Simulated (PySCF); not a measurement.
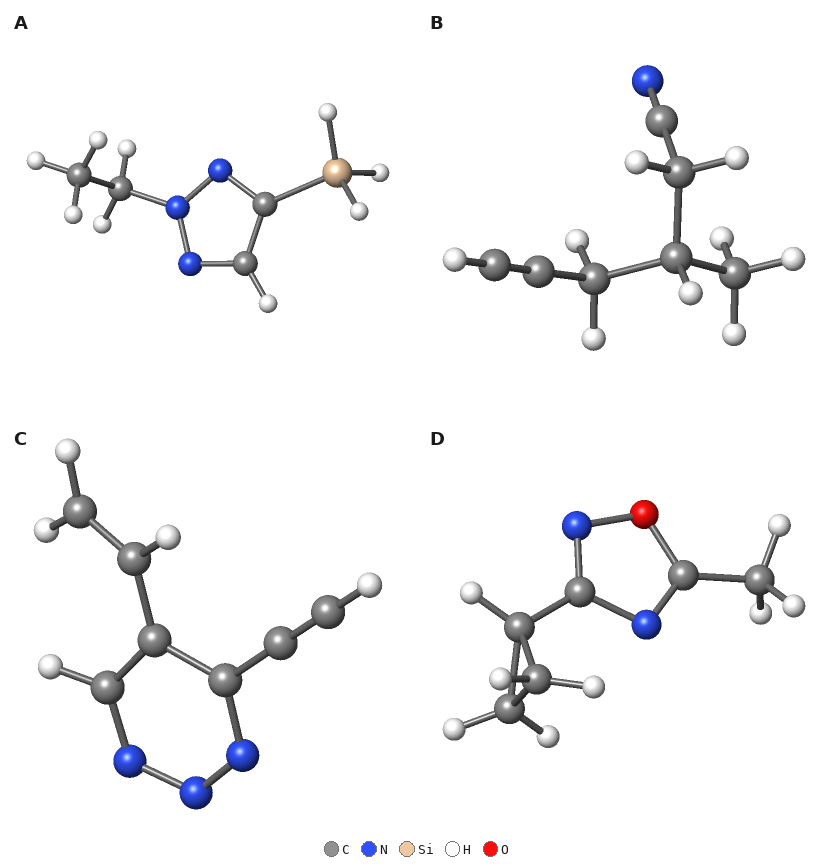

Figure made from data computed with PySCF.

```xyz
17
charge 0, multiplicity 1
C     2.9208    1.0824    0.3524
C     2.0132    0.3175    0.5049
C     0.8911   -0.5887    0.6416
C    -0.1594   -0.3569   -0.4562
C    -1.2621   -1.4078   -0.3736
C    -0.7472    1.0609   -0.3370
C    -1.4334    1.2455    0.9152
N    -1.9729    1.3767    1.9148
H     3.7290    1.7419    0.2413
H     0.4324   -0.4464    1.6251
H     1.2599   -1.6168    0.5820
H     0.3356   -0.4290   -1.4318
H    -1.9998   -1.2519   -1.1582
H    -0.8473   -2.4066   -0.4911
H    -1.7686   -1.3539    0.5883
H     0.0577    1.7995   -0.3987
H    -1.4561    1.2456   -1.1491
```

Question: Which picture belongs to the input above?

Answer: B. The file holds C7H9N, `C#CC[C@@H](C)CC#N`.
